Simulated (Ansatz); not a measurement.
A series of calculations on InHCl3

### Relaxation

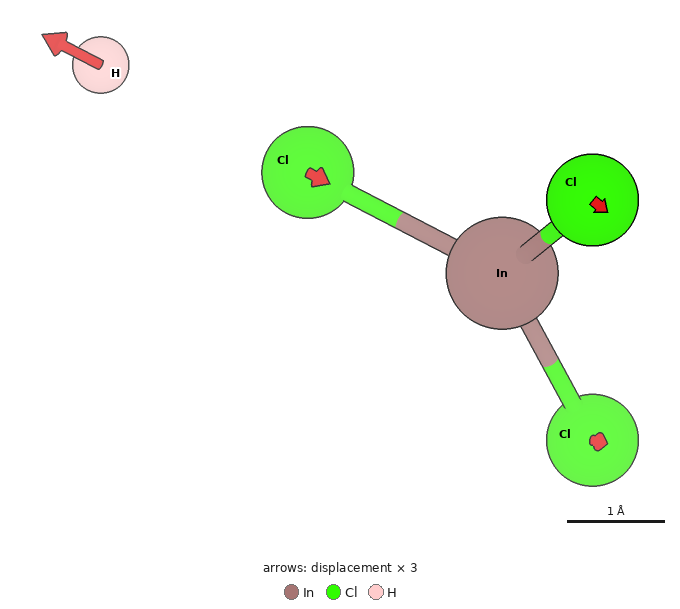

A relaxation of InHCl$_{3}$ (multiplicity 2). The starting structure is drawn; red arrows show the displacements, 3 times their true length. The two geometries are superimposed by the best rigid fit.

A ball-and-stick model, seen from a free direction.

The run prepares an end point of a later path (reaction) calculation, from a guessed geometry.

All numbers below come from Ansatz 0.2.0, UKS B3LYP-D4/def2-SVP.

The input:
```yaml
crystal:
  periodic: [false, false, false]
  atoms:
    - { symbol: In, position_ang: [0.0, 0.0, -0.108732] }
    - { symbol: Cl, position_ang: [0.0, 0.0, 2.304899] }
    - { symbol: Cl, position_ang: [2.051228, 0.0, -1.231182] }
    - { symbol: Cl, position_ang: [-2.051228, 0.0, -1.231182] }
    - { symbol: H, position_ang: [0.0, 0.0, 4.876197] }
magnetization:
  spin_polarized: true
  initial_magnetization: 1
basis:
  gaussian: { orbitals: def2-SVP }
hamiltonian:
  xc: b3lyp
  dispersion: d4
relax:
  f_tol: 0.03
  max_steps: 50
```

Launched with:
```bash
ansatz run input.yaml --threads 2 --pin off --max-ram 3072MiB --backend cpu --events-out ev --progress --plain --runs-dir out
```

> Atoms of which element are displaced furthest, and by how much?

Hydrogen: up to 0.25 Å, against 0.10 Å for chlorine.

> What did the optimiser do to the structure, and how much energy did it gain?

The largest move after the best rigid fit is that of H5, 0.25 Å. By element the largest moves are H 0.25 Å, Cl 0.10 Å, In 0.02 Å. Among the contacts that change: In1–Cl2 2.414 → 2.339 Å. Bond angles that change, for instance: Cl3–In1–Cl4 122.6° → 120.1°. Over 5 geometry steps the energy falls by 3.99 kJ/mol. The largest force component goes from 0.85 to 0.0026 eV/Å.

Limits of the set-up: the start holds two separate molecules, 2.6 Å apart at their closest, whose relative position is a soft coordinate.

### Relaxation

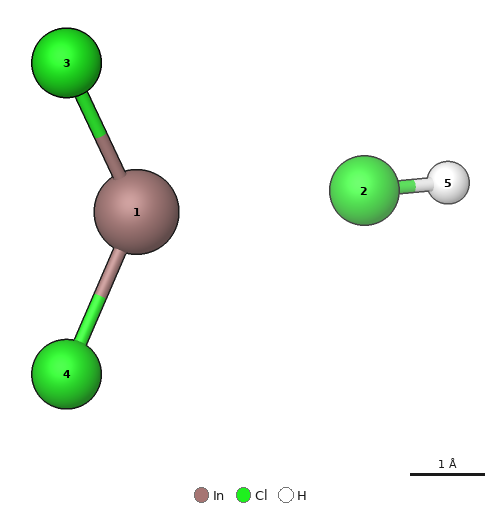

This is the input geometry for a relaxation of InHCl$_{3}$ (multiplicity 2). A ball-and-stick model, seen at a tilt.

The run prepares an end point of a later path (reaction) calculation, from a guessed geometry.

All numbers below come from UKS B3LYP-D4/def2-SVP (Ansatz).

Input file:
```yaml
crystal:
  periodic: [false, false, false]
  atoms:
    - { symbol: In, position_ang: [0.0, 0.0, -0.352378] }
    - { symbol: Cl, position_ang: [0.0, 0.0, 3.284385] }
    - { symbol: Cl, position_ang: [2.152239, 0.0, -1.469913] }
    - { symbol: Cl, position_ang: [-2.152239, 0.0, -1.469913] }
    - { symbol: H, position_ang: [0.0, 0.0, 4.61782] }
magnetization:
  spin_polarized: true
  initial_magnetization: 1
basis:
  gaussian: { orbitals: def2-SVP }
hamiltonian:
  xc: b3lyp
  dispersion: d4
relax:
  f_tol: 0.03
  max_steps: 50
```

Launched with:
```bash
ansatz run input.yaml --threads 2 --pin off --max-ram 3072MiB --backend cpu --events-out ev --progress --plain --runs-dir out
```

> Where does the relaxation end?

The largest move after the best rigid fit is that of In1, 0.089 Å. By element the largest moves are In 0.089 Å, Cl 0.076 Å, H 0.048 Å. Some distances before and after: In1–Cl2 3.637 → 3.541 Å, Cl2–H5 1.333 → 1.293 Å, In1–Cl3 2.425 → 2.411 Å. Bond angles that change, for instance: Cl3–In1–Cl4 125.1° → 119.1°. The energy falls by 0.036 eV in 4 geometry steps. The largest force component goes from 1.1 to 0.012 eV/Å. Cost: 19 s on 2 threads of Arm Neoverse V1, on a shared host, peak memory 0.28 GiB.

History of the run:

| step | E − E(0), eV | largest force component, eV/Å |
| --- | --- | --- |
| 0 | 0.0000 | 1.1294 |
| 1 | -0.0222 | 0.4541 |
| 2 | -0.0346 | 0.1894 |
| 3 | -0.0358 | 0.0381 |
| 4 | -0.0359 | 0.0123 |

The structure at the end:

```xyz
5

In    0.0000    0.0000   -0.2639
Cl    0.0000    0.0000    3.2770
Cl    2.0781    0.0000   -1.4865
Cl   -2.0781    0.0000   -1.4865
H     0.0000    0.0000    4.5698
```

The end point in the same view:

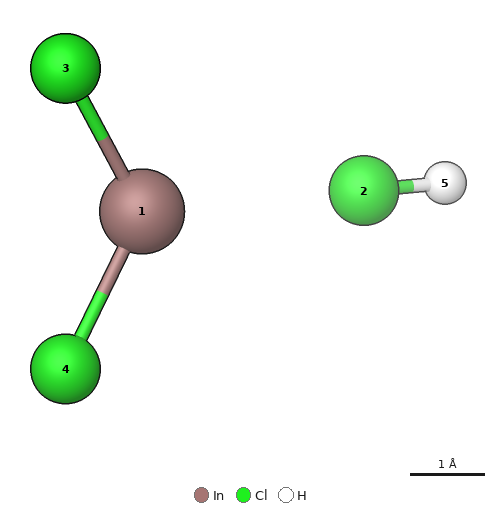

Limits of the set-up: the start holds two separate molecules, 3.6 Å apart at their closest, whose relative position is a soft coordinate.

### Path

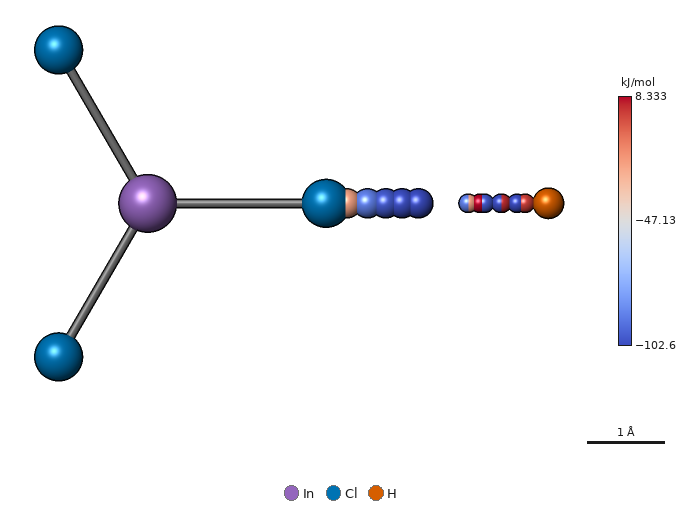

NEB run on InHCl₃ (multiplicity 2), made up at the start of InCl3 and H. Images are numbered from 0 (start) to 8 (end). The start is drawn whole; smaller spheres mark the moving atoms (Cl, H) in the later images, joined by lines and coloured by the energy of the image relative to the start. The picture is a ball-and-stick view, seen face on.

Level of theory: UKS B3LYP-D4/def2-SVP (Ansatz 0.2.0). Set-up: 7 movable images; climbing image; force threshold 0.05 eV/Å; iteration limit 60; starting path through a guess of the saddle point.

What moves, how far, and at what cost in energy?

Breaking: Cl–In (2.34 → 3.54 Å). Forming: Cl–H (2.92 → 1.29 Å). Forward barrier 8.3 kJ/mol, backward barrier 110.9 kJ/mol, with image 3 at the top; the reaction energy is −102.6 kJ/mol. The band converged in 6 iterations. The largest component of the band force went from 3.7 to 0.0094 eV/Å. The climbing image converged on the top of the path. Its vibrational analysis gives one imaginary mode (630i cm⁻¹), as a transition state must have.

Limits of the set-up: the start holds two separate molecules, 2.9 Å apart at their closest, whose relative position is a soft coordinate.

Cost: 2.7 min on 2 threads of Arm Neoverse V1, with other jobs on the host, peak memory 0.29 GiB.
